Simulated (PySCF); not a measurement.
# C₃H₈O₂Si: NMR shifts at several levels of theory, part 2 of 2

PySCF 2.14.0. Atoms count from 0. The steps go on from the part before.

### Step 7. NMR shieldings: BHandHLYP/pcSseg-1

What the job is given:

```
{"job": {"kind": "nmr", "xc": "BHandHLYP", "basis": "pcSseg-1", "pop": false}, "charge": 0, "multiplicity": 1}
C     -2.341066    -0.209816    -0.364096
C     -1.498765     0.694688     0.470218
C     -0.166033     0.767440     0.418140
O      0.579381     0.012767    -0.430534
Si     2.242775    -0.138034    -0.405839
O      2.774336    -1.115411     0.819198
H     -2.939798    -0.892481     0.262115
H     -3.056580     0.362788    -0.977762
H     -1.719690    -0.815290    -1.037870
H     -1.993097     1.362206     1.182272
H      0.392473     1.460610     1.060908
H      2.568036    -0.692329    -1.745184
H      2.858725     1.186835    -0.138188
H      2.520447    -2.042590     0.787943
```

With the program's defaults for keys left out, this is: GIAO BHandHLYP/pcSseg-1 NMR shielding, non-relativistic, gas phase.

The program printed:

```text
coarse grid: 12016 points
cycle   1  E = -558.7713301211  dE =  7.032e-01  |g| = 8.269e-01  |ddm| = 3.251e+00
cycle   2  E = -558.7490213699  dE =  2.231e-02  |g| = 9.264e-01  |ddm| = 1.194e+00
cycle   3  E = -558.8972389762  dE = -1.482e-01  |g| = 5.537e-02  |ddm| = 6.971e-01
cycle   4  E = -558.8977072112  dE = -4.682e-04  |g| = 2.742e-02  |ddm| = 5.815e-02
cycle   5  E = -558.8978751118  dE = -1.679e-04  |g| = 9.770e-03  |ddm| = 2.807e-02
cycle   6  E = -558.8978963302  dE = -2.122e-05  |g| = 1.890e-03  |ddm| = 8.060e-03
cycle   7  E = -558.8978971002  dE = -7.700e-07  |g| = 6.109e-04  |ddm| = 1.921e-03
final grid: 110944 points
cycle   8  E = -558.9389101354  dE = -1.154e-05  |g| = 2.377e-03  |ddm| = 8.740e-03
cycle   9  E = -558.9389106931  dE = -5.577e-07  |g| = 1.863e-03  |ddm| = 3.240e-03
cycle  10  E = -558.9389115474  dE = -8.543e-07  |g| = 2.329e-04  |ddm| = 1.438e-03
cycle  11  E = -558.9389115562  dE = -8.790e-09  |g| = 1.388e-04  |ddm| = 2.841e-04
cycle  12  E = -558.9389115606  dE = -4.409e-09  |g| = 2.918e-05  |ddm| = 1.248e-04
cycle  13  E = -558.9389115608  dE = -1.648e-10  |g| = 7.227e-06  |ddm| = 2.620e-05
converged SCF energy = -558.9389115608

GIAO shielding tensors (ppm)
atom      isotropic    diamagn.    paramagn.     s11        s22        s33       span
  0 C      173.069     245.711     -72.642    156.769    180.120    182.318     25.549
  1 C       69.614     257.325    -187.711    -41.979     96.417    154.403    196.382
  2 C       35.751     252.908    -217.157    -74.293     76.789    104.757    179.049
  3 O      204.494     403.187    -198.693    134.565    152.654    326.262    191.697
  4 Si     390.666     878.107    -487.441    386.046    390.085    395.866      9.820
  5 O      282.479     388.954    -106.475    238.585    299.022    309.830     71.245
  6 H       30.029      28.477       1.552     25.924     27.306     36.857     10.933
  7 H       30.003      27.806       2.197     25.801     27.273     36.935     11.133
  8 H       28.919      31.020      -2.100     23.901     30.069     32.788      8.887
  9 H       26.857      31.090      -4.233     24.311     27.355     28.904      4.593
 10 H       25.135      31.804      -6.669     21.871     24.847     28.689      6.818
 11 H       26.979      29.280      -2.301     23.384     25.259     32.293      8.909
 12 H       27.027      28.961      -1.934     23.802     25.279     32.000      8.198
 13 H       29.523      31.571      -2.048     22.064     24.596     41.908     19.844
```

Wall time 21 s (1 thread of Arm Neoverse N1, shared host); peak memory 0.86 GiB.

In short: δ C2 148.2, C1 114.4, C0 10.9, O3 130.3, H10 6.31, H9 4.59 ppm.

### Step 8. Nuclear shieldings: CAM-B3LYP/pcSseg-1

Settings changed since step 7:

```diff
@@ -1,2 +1,2 @@
-{"job": {"kind": "nmr", "xc": "BHandHLYP", "basis": "pcSseg-1", "pop": false}, "charge": 0, "multiplicity": 1}
+{"job": {"kind": "nmr", "xc": "CAM-B3LYP", "basis": "pcSseg-1", "pop": false}, "charge": 0, "multiplicity": 1}
 C     -2.341066    -0.209816    -0.364096
```

With the program's defaults for keys left out, this is: GIAO CAM-B3LYP/pcSseg-1 NMR shielding, non-relativistic, gas phase.

The program printed:

```text
coarse grid: 12016 points
cycle   1  E = -558.7737239196  dE =  7.039e-01  |g| = 9.153e-01  |ddm| = 3.257e+00
cycle   2  E = -558.6962729723  dE =  7.745e-02  |g| = 1.158e+00  |ddm| = 1.421e+00
cycle   3  E = -558.9228626913  dE = -2.266e-01  |g| = 6.331e-02  |ddm| = 8.550e-01
cycle   4  E = -558.9234155810  dE = -5.529e-04  |g| = 3.584e-02  |ddm| = 6.871e-02
cycle   5  E = -558.9237021743  dE = -2.866e-04  |g| = 1.123e-02  |ddm| = 3.318e-02
cycle   6  E = -558.9237282452  dE = -2.607e-05  |g| = 2.952e-03  |ddm| = 9.596e-03
cycle   7  E = -558.9237299810  dE = -1.736e-06  |g| = 7.741e-04  |ddm| = 2.676e-03
final grid: 110944 points
cycle   8  E = -558.9876540340  dE = -1.986e-05  |g| = 3.060e-03  |ddm| = 1.056e-02
cycle   9  E = -558.9876545180  dE = -4.840e-07  |g| = 2.763e-03  |ddm| = 4.099e-03
cycle  10  E = -558.9876562453  dE = -1.727e-06  |g| = 4.311e-04  |ddm| = 1.984e-03
cycle  11  E = -558.9876562777  dE = -3.244e-08  |g| = 1.614e-04  |ddm| = 4.114e-04
cycle  12  E = -558.9876562832  dE = -5.493e-09  |g| = 4.139e-05  |ddm| = 1.478e-04
cycle  13  E = -558.9876562835  dE = -2.765e-10  |g| = 1.314e-05  |ddm| = 3.710e-05
converged SCF energy = -558.9876562835

GIAO shielding tensors (ppm)
atom      isotropic    diamagn.    paramagn.     s11        s22        s33       span
  0 C      172.014     245.861     -73.847    155.050    179.336    181.658     26.608
  1 C       67.258     256.945    -189.686    -43.411     92.908    152.277    195.688
  2 C       32.717     253.241    -220.525    -74.866     72.568    100.448    175.314
  3 O      194.931     402.657    -207.726    125.307    137.393    322.093    196.786
  4 Si     371.929     879.208    -507.279    366.763    368.898    380.126     13.363
  5 O      278.264     388.438    -110.174    231.031    293.893    309.868     78.837
  6 H       29.943      28.362       1.581     25.910     27.280     36.638     10.728
  7 H       29.917      27.658       2.259     25.788     27.249     36.716     10.928
  8 H       28.834      31.108      -2.274     23.882     30.026     32.593      8.711
  9 H       26.723      31.023      -4.301     24.295     27.106     28.767      4.472
 10 H       24.966      31.837      -6.871     21.813     24.602     28.482      6.669
 11 H       26.667      29.209      -2.543     23.086     24.997     31.917      8.830
 12 H       26.720      28.882      -2.162     23.523     25.008     31.630      8.107
 13 H       29.437      31.589      -2.152     22.177     24.787     41.347     19.169
```

Run time: 29 s. Hardware: 1 thread of Arm Neoverse N1, shared host; peak memory 0.89 GiB.

Key values: δ C2 149.7, C1 115.2, C0 10.4, O3 143.6, H10 6.36, H11 4.63 ppm (means over like atoms).

### Step 9. NMR shieldings: wB97X-D/pcSseg-1

Settings changed since step 8:

```diff
@@ -1,2 +1,2 @@
-{"job": {"kind": "nmr", "xc": "CAM-B3LYP", "basis": "pcSseg-1", "pop": false}, "charge": 0, "multiplicity": 1}
+{"job": {"kind": "nmr", "xc": "wB97X-D", "basis": "pcSseg-1", "pop": false}, "charge": 0, "multiplicity": 1}
 C     -2.341066    -0.209816    -0.364096
```

Level: GIAO wB97X-D/pcSseg-1 NMR shielding, non-relativistic, gas phase.

The program printed:

```text
coarse grid: 12016 points
cycle   1  E = -558.7924211896  dE =  7.162e-01  |g| = 8.965e-01  |ddm| = 3.242e+00
cycle   2  E = -558.7601023165  dE =  3.232e-02  |g| = 1.032e+00  |ddm| = 1.261e+00
cycle   3  E = -558.9379020849  dE = -1.778e-01  |g| = 5.608e-02  |ddm| = 6.964e-01
cycle   4  E = -558.9384279053  dE = -5.258e-04  |g| = 3.158e-02  |ddm| = 6.755e-02
cycle   5  E = -558.9386494013  dE = -2.215e-04  |g| = 1.033e-02  |ddm| = 3.073e-02
cycle   6  E = -558.9386719612  dE = -2.256e-05  |g| = 2.518e-03  |ddm| = 9.745e-03
cycle   7  E = -558.9386732144  dE = -1.253e-06  |g| = 8.023e-04  |ddm| = 2.648e-03
final grid: 110944 points
cycle   8  E = -558.9978224412  dE = -1.765e-04  |g| = 6.080e-03  |ddm| = 3.560e-02
cycle   9  E = -558.9978265008  dE = -4.060e-06  |g| = 5.056e-03  |ddm| = 9.104e-03
cycle  10  E = -558.9978317195  dE = -5.219e-06  |g| = 7.669e-04  |ddm| = 3.379e-03
cycle  11  E = -558.9978318454  dE = -1.259e-07  |g| = 3.980e-04  |ddm| = 1.087e-03
cycle  12  E = -558.9978318806  dE = -3.524e-08  |g| = 6.747e-05  |ddm| = 3.710e-04
cycle  13  E = -558.9978318819  dE = -1.279e-09  |g| = 3.969e-05  |ddm| = 1.079e-04
cycle  14  E = -558.9978318823  dE = -4.047e-10  |g| = 9.891e-06  |ddm| = 4.835e-05
converged SCF energy = -558.9978318823

GIAO shielding tensors (ppm)
atom      isotropic    diamagn.    paramagn.     s11        s22        s33       span
  0 C      173.423     246.752     -73.329    157.010    180.800    182.459     25.448
  1 C       71.889     257.831    -185.942    -35.972     96.980    154.661    190.633
  2 C       37.004     253.781    -216.778    -68.182     76.146    103.047    171.229
  3 O      197.678     402.486    -204.809    129.251    140.841    322.941    193.690
  4 Si     378.520     879.356    -500.836    373.966    375.437    386.158     12.192
  5 O      278.397     388.610    -110.212    231.859    293.565    309.767     77.908
  6 H       30.004      28.503       1.501     25.943     27.299     36.770     10.826
  7 H       29.979      27.822       2.157     25.822     27.268     36.847     11.025
  8 H       28.905      31.105      -2.200     23.940     30.060     32.717      8.777
  9 H       26.778      31.100      -4.321     24.370     27.254     28.712      4.342
 10 H       24.985      31.854      -6.869     21.814     24.699     28.441      6.626
 11 H       26.689      29.220      -2.532     23.110     25.019     31.936      8.826
 12 H       26.752      28.889      -2.137     23.545     25.039     31.673      8.128
 13 H       29.544      31.623      -2.079     22.273     24.855     41.505     19.232
```

It took 29 s on 1 thread of Arm Neoverse N1, shared host; peak memory 0.86 GiB.

Key values: δ C2 147.5, C1 112.6, C0 11.1, O3 135.5, H10 6.40, H11 4.66 ppm (means over like atoms).

### Step 10. Shielding tensors: LC-wPBE/pcSseg-1

Settings changed since step 9:

```diff
@@ -1,2 +1,2 @@
-{"job": {"kind": "nmr", "xc": "wB97X-D", "basis": "pcSseg-1", "pop": false}, "charge": 0, "multiplicity": 1}
+{"job": {"kind": "nmr", "xc": "LC-wPBE", "basis": "pcSseg-1", "pop": false}, "charge": 0, "multiplicity": 1}
 C     -2.341066    -0.209816    -0.364096
```

Method: GIAO LC-wPBE/pcSseg-1 NMR shielding, non-relativistic, gas phase.

The program printed:

```text
coarse grid: 12016 points
cycle   1  E = -558.6274216535  dE =  7.626e-01  |g| = 8.775e-01  |ddm| = 3.225e+00
cycle   2  E = -558.6343754645  dE = -6.954e-03  |g| = 9.174e-01  |ddm| = 1.104e+00
cycle   3  E = -558.7687116185  dE = -1.343e-01  |g| = 5.607e-02  |ddm| = 5.795e-01
cycle   4  E = -558.7693811990  dE = -6.696e-04  |g| = 2.671e-02  |ddm| = 7.073e-02
cycle   5  E = -558.7695341009  dE = -1.529e-04  |g| = 1.118e-02  |ddm| = 2.893e-02
cycle   6  E = -558.7695599785  dE = -2.588e-05  |g| = 2.025e-03  |ddm| = 9.691e-03
cycle   7  E = -558.7695608769  dE = -8.984e-07  |g| = 8.713e-04  |ddm| = 2.661e-03
final grid: 110944 points
cycle   8  E = -558.8381045148  dE = -3.680e-05  |g| = 4.963e-03  |ddm| = 1.924e-02
cycle   9  E = -558.8381063478  dE = -1.833e-06  |g| = 3.498e-03  |ddm| = 4.786e-03
cycle  10  E = -558.8381084026  dE = -2.055e-06  |g| = 7.796e-04  |ddm| = 2.331e-03
cycle  11  E = -558.8381085017  dE = -9.905e-08  |g| = 1.739e-04  |ddm| = 5.545e-04
cycle  12  E = -558.8381085102  dE = -8.485e-09  |g| = 6.491e-05  |ddm| = 2.251e-04
cycle  13  E = -558.8381085111  dE = -9.459e-10  |g| = 1.997e-05  |ddm| = 6.845e-05
converged SCF energy = -558.8381085111

GIAO shielding tensors (ppm)
atom      isotropic    diamagn.    paramagn.     s11        s22        s33       span
  0 C      178.154     246.270     -68.115    162.677    185.112    186.674     23.996
  1 C       72.791     257.576    -184.784    -40.659     98.658    160.376    201.035
  2 C       37.726     253.666    -215.940    -74.127     79.351    107.954    182.080
  3 O      210.719     402.195    -191.476    143.845    156.876    331.435    187.590
  4 Si     378.217     879.508    -501.291    372.801    374.469    387.380     14.578
  5 O      286.152     388.464    -102.312    240.543    300.124    317.790     77.247
  6 H       30.007      28.440       1.567     25.868     27.167     36.985     11.117
  7 H       29.980      27.806       2.175     25.742     27.136     37.063     11.321
  8 H       28.878      30.748      -1.869     23.725     29.935     32.974      9.249
  9 H       26.616      31.125      -4.509     24.181     27.062     28.605      4.424
 10 H       24.932      31.886      -6.954     21.685     24.612     28.498      6.813
 11 H       26.679      29.148      -2.470     23.114     25.029     31.893      8.780
 12 H       26.738      28.869      -2.130     23.522     25.045     31.648      8.125
 13 H       29.450      31.602      -2.151     22.059     24.687     41.605     19.546
```

It took 36 s on 1 thread of Arm Neoverse N1, shared host; peak memory 0.83 GiB.

Key values: δ C2 150.8, C1 115.8, C0 10.4, O3 128.0, H10 6.39, H9 4.71 ppm.

### Step 11. NMR shieldings: PBE0/STO-3G

Settings changed since step 10:

```diff
@@ -1,2 +1,2 @@
-{"job": {"kind": "nmr", "xc": "LC-wPBE", "basis": "pcSseg-1", "pop": false}, "charge": 0, "multiplicity": 1}
+{"job": {"kind": "nmr", "xc": "PBE0", "basis": "STO-3G", "pop": true}, "charge": 0, "multiplicity": 1}
 C     -2.341066    -0.209816    -0.364096
```

Method: GIAO PBE0/STO-3G NMR shielding, non-relativistic, gas phase.

The program printed:

```text
coarse grid: 12016 points
cycle   1  E = -551.6861026700  dE =  7.303e-01  |g| = 6.891e-01  |ddm| = 4.607e+00
cycle   2  E = -551.6517193551  dE =  3.438e-02  |g| = 8.191e-01  |ddm| = 2.118e+00
cycle   3  E = -551.8515799449  dE = -1.999e-01  |g| = 1.148e-01  |ddm| = 1.187e+00
cycle   4  E = -551.8546607984  dE = -3.081e-03  |g| = 5.938e-02  |ddm| = 2.283e-01
cycle   5  E = -551.8557622705  dE = -1.101e-03  |g| = 1.276e-02  |ddm| = 9.374e-02
cycle   6  E = -551.8558136507  dE = -5.138e-05  |g| = 2.637e-03  |ddm| = 1.792e-02
cycle   7  E = -551.8558157499  dE = -2.099e-06  |g| = 6.272e-04  |ddm| = 4.474e-03
final grid: 110944 points
cycle   8  E = -551.8095617194  dE = -5.444e-06  |g| = 4.672e-03  |ddm| = 1.527e-02
cycle   9  E = -551.8095587771  dE =  2.942e-06  |g| = 5.561e-03  |ddm| = 1.344e-02
cycle  10  E = -551.8095681276  dE = -9.350e-06  |g| = 1.079e-03  |ddm| = 8.268e-03
cycle  11  E = -551.8095684990  dE = -3.714e-07  |g| = 1.173e-04  |ddm| = 1.504e-03
cycle  12  E = -551.8095685029  dE = -3.927e-09  |g| = 2.802e-05  |ddm| = 1.773e-04
cycle  13  E = -551.8095685032  dE = -2.356e-10  |g| = 8.330e-06  |ddm| = 4.730e-05
converged SCF energy = -551.8095685032

GIAO shielding tensors (ppm)
atom      isotropic    diamagn.    paramagn.     s11        s22        s33       span
  0 C      216.333     244.388     -28.055    205.270    217.849    225.880     20.609
  1 C      144.822     253.440    -108.618     68.071    157.568    208.826    140.756
  2 C      115.317     256.948    -141.631     46.228    134.512    165.213    118.985
  3 O      334.162     382.872     -48.710    181.802    357.374    463.309    281.507
  4 Si     537.487     867.186    -329.698    475.688    543.168    593.607    117.919
  5 O      397.070     376.084      20.986    298.309    422.110    470.790    172.481
  6 H       31.669      29.461       2.208     27.441     27.992     39.575     12.133
  7 H       31.622      28.914       2.708     27.206     27.937     39.722     12.516
  8 H       30.893      32.110      -1.217     24.602     31.345     36.733     12.130
  9 H       28.520      31.268      -2.748     25.261     29.326     30.974      5.714
 10 H       27.726      33.247      -5.522     24.640     28.693     29.844      5.204
 11 H       29.557      31.119      -1.562     25.286     27.192     36.192     10.907
 12 H       29.565      31.069      -1.504     25.664     27.073     35.957     10.293
 13 H       34.942      30.331       4.611     27.679     31.527     45.619     17.940
```

It took 6.2 s on 1 thread of Arm Neoverse N1, shared host; peak memory 0.44 GiB.

In short: δ C2 119.4, C1 89.9, C0 18.4, O3 7.5, H10 4.88, H9 4.08 ppm.

### Step 12. Shielding tensors: PBE0/6-31G

Settings changed since step 11:

```diff
@@ -1,2 +1,2 @@
-{"job": {"kind": "nmr", "xc": "PBE0", "basis": "STO-3G", "pop": true}, "charge": 0, "multiplicity": 1}
+{"job": {"kind": "nmr", "xc": "PBE0", "basis": "6-31G", "pop": true}, "charge": 0, "multiplicity": 1}
 C     -2.341066    -0.209816    -0.364096
```

With the program's defaults for keys left out, this is: GIAO PBE0/6-31G NMR shielding, non-relativistic, gas phase.

The program printed:

```text
coarse grid: 12016 points
cycle   1  E = -558.4362813382  dE =  7.937e-01  |g| = 8.781e-01  |ddm| = 3.393e+00
cycle   2  E = -558.2368551792  dE =  1.994e-01  |g| = 1.340e+00  |ddm| = 2.076e+00
cycle   3  E = -558.5944918402  dE = -3.576e-01  |g| = 7.753e-02  |ddm| = 1.324e+00
cycle   4  E = -558.5954790455  dE = -9.872e-04  |g| = 4.811e-02  |ddm| = 1.332e-01
cycle   5  E = -558.5960484130  dE = -5.694e-04  |g| = 1.378e-02  |ddm| = 5.485e-02
cycle   6  E = -558.5960975985  dE = -4.919e-05  |g| = 3.111e-03  |ddm| = 1.538e-02
cycle   7  E = -558.5960996214  dE = -2.023e-06  |g| = 1.509e-03  |ddm| = 4.367e-03
final grid: 110944 points
cycle   8  E = -558.5346032508  dE = -8.218e-06  |g| = 7.264e-03  |ddm| = 1.492e-02
cycle   9  E = -558.5345941520  dE =  9.099e-06  |g| = 9.985e-03  |ddm| = 1.482e-02
cycle  10  E = -558.5346149873  dE = -2.084e-05  |g| = 1.141e-03  |ddm| = 8.889e-03
cycle  11  E = -558.5346153054  dE = -3.182e-07  |g| = 1.774e-04  |ddm| = 1.206e-03
cycle  12  E = -558.5346153112  dE = -5.793e-09  |g| = 8.725e-05  |ddm| = 2.273e-04
cycle  13  E = -558.5346153130  dE = -1.765e-09  |g| = 1.679e-05  |ddm| = 1.024e-04
cycle  14  E = -558.5346153131  dE = -6.753e-11  |g| = 6.095e-06  |ddm| = 2.237e-05
converged SCF energy = -558.5346153131

GIAO shielding tensors (ppm)
atom      isotropic    diamagn.    paramagn.     s11        s22        s33       span
  0 C      187.750     248.321     -60.571    172.147    194.463    196.639     24.492
  1 C       93.042     253.529    -160.486     -1.606    112.036    168.696    170.302
  2 C       62.724     251.458    -188.733    -30.077     97.380    120.871    150.948
  3 O      208.465     405.244    -196.779    137.335    147.273    340.786    203.451
  4 Si     433.706     879.048    -445.342    421.816    425.968    453.335     31.520
  5 O      285.974     395.392    -109.418    245.058    273.500    339.363     94.305
  6 H       31.212      29.398       1.814     27.209     28.472     37.955     10.746
  7 H       31.182      29.128       2.054     27.090     28.423     38.033     10.943
  8 H       29.884      30.473      -0.589     24.290     31.374     33.988      9.698
  9 H       27.671      29.796      -2.124     25.235     28.553     29.226      3.990
 10 H       26.112      29.403      -3.291     22.867     26.395     29.072      6.205
 11 H       27.217      29.527      -2.310     22.753     25.352     33.547     10.794
 12 H       27.323      28.891      -1.567     23.361     25.319     33.290      9.929
 13 H       31.390      29.898       1.492     24.055     27.046     43.068     19.013
```

Wall time 12 s (1 thread of Arm Neoverse N1, shared host); peak memory 0.48 GiB.

Key values: δ C2 136.8, C1 106.5, C0 11.8, O3 110.0, H10 6.50, H11 5.34 ppm (means over like atoms).

### Step 13. Side by side: NMR shifts

Shifts (ppm) of some atoms, chosen among heavy atoms and hydrogens apart, means over like atoms, with basis size and wall time:

```
               run     C2     C1   H11    H13     O3     O5    Si4  functions   time
     PBE0/pcSseg-1  146.8  112.1  4.76   1.85  146.0   59.7  -25.6        149   23 s
 mPW1PW91/pcSseg-1  146.9  112.2  4.71   1.84  144.0   58.3  -26.4        149   22 s
     WP04/pcSseg-1  146.9  112.9  4.06   1.81  128.8   45.0  -42.5        149   22 s
    B97-2/pcSseg-1  143.9  109.6  4.65   1.79  140.4   55.6  -28.9        149   21 s
BHandHLYP/pcSseg-1  148.2  114.4  4.44   1.92  130.3   52.3  -32.2        149   21 s
CAM-B3LYP/pcSseg-1  149.7  115.2  4.63   1.89  143.6   60.3  -28.5        149   29 s
  wB97X-D/pcSseg-1  147.5  112.6  4.66   1.84  135.5   54.8  -25.6        149   29 s
  LC-wPBE/pcSseg-1  150.8  115.8  4.62   1.88  128.0   52.6  -19.7        149   36 s
       PBE0/STO-3G  119.4   89.9  3.04  -2.34    7.5  -55.4  -19.9         42  6.2 s
        PBE0/6-31G  136.8  106.5  5.34   1.22  110.0   32.5   11.0         74   12 s
```

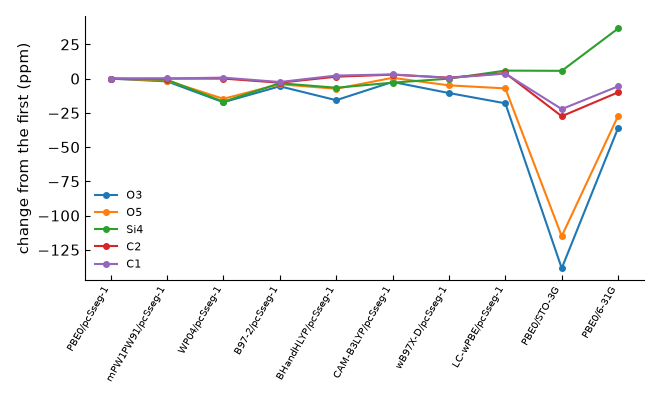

How five of the tabulated atoms move from run to run.

### Step 14. Summary of results

What follows sums up all 2 parts.

| quantity | value |
| --- | --- |
| point group | C1 |
| rotational constants (main isotopes) | 7.72, 1.23, 1.23 GHz |
| ¹³C shifts against TMS (PBE0/pcSseg-1) | 146.8, 112.1, 11.2 ppm |
| ¹H shifts against TMS (PBE0/pcSseg-1, means over atoms taken as alike) | 6.41, 4.76, 4.62, 1.85, 1.78 ppm |
| ¹⁷O shifts against H2O (PBE0/pcSseg-1) | 146.0, 59.7 ppm |
| ²⁹Si shifts against TMS (PBE0/pcSseg-1) | -25.6 ppm |
| range of the shift of O3 | 7.5 to 146.0 ppm |
| property runs in this session | 10, of which 0 failed and 1 gave unsound results |

What this shows: Single values in the summary come from the first run of each kind that ended normally (PBE0/pcSseg-1), which need not be the best level. Over 24 steps the energy fell by 0.500 eV; of the close pairs, O3–Si4 changed most, 1.578 to 1.670 Å. C2 (alkene carbon bearing oxygen) lies farthest downfield among carbon, at 146.8 ppm; an sp2 carbon further deshielded by the attached heteroatom. The most deshielded hydrogen is H10 (hydrogen on an alkene carbon bearing oxygen), at 6.41 ppm: attached to an sp2 carbon and in the plane of the double bond. At PBE0/pcSseg-1: The largest span, 205 ppm, is at O3, where the paramagnetic term is -213 ppm. Across the 10 runs the shift of O3 moves most, between 7.5 (PBE0/STO-3G) and 146.0 ppm (PBE0/pcSseg-1). A minimal basis is unusable for shieldings, so that end is no result.
